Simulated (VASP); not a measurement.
Band structure of Na (bcc). Computed with r2SCAN+rVV10, VASP's PBE PAW potentials (set 64) (plane waves; VASP).

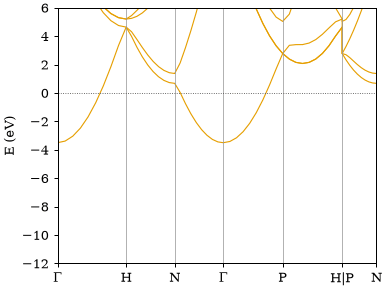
Bands along high-symmetry lines, zero at the valence-band maximum or, without a gap, the Fermi level

Question: Read the plot: is there a gap, and where are the band edges?

Answer: It has no gap at this level: it comes out as a metal or semimetal.

The compound is Na in the bcc structure. It was relaxed first.
